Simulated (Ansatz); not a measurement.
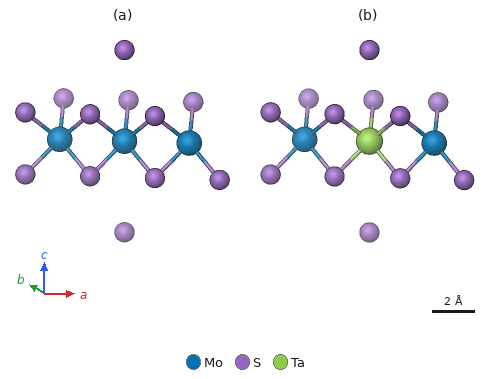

Left: perfect MoS$_{2}$. Right: the same region with one point defect, after relaxing the atoms in a supercell of 24 sites. A ball-and-stick model of the atoms within 5.1 Å of one point, in a slice 3.4 Å thick across the line of sight, seen slightly off an axis.

Theory: DFT, PBE, plane-wave PAW, default files, scalar-relativistic (Ansatz 0.2.0). Set-up: plane-wave cutoff 420 eV; k-point mesh 4 × 4 × 2; occupations fermi dirac; smearing width 0.01 eV; collinear spin. The axes drawn are those of the host's conventional cell.

> What kind of defect was made?

A molybdenum atom is replaced by tantalum.

The charge state of the cell is 0.

> How does the lattice respond?

In the host the Mo atom has 6 S at 2.41 Å; the Ta atom ends with 6 S at 2.43 Å. Of the host's atoms, a sulfur atom moves furthest from its site, by 0.03 Å. The cell ends without a net magnetic moment.

Limits of the set-up: the periodic images lie only 6.3 Å apart, so the values are limited by the cell's size.
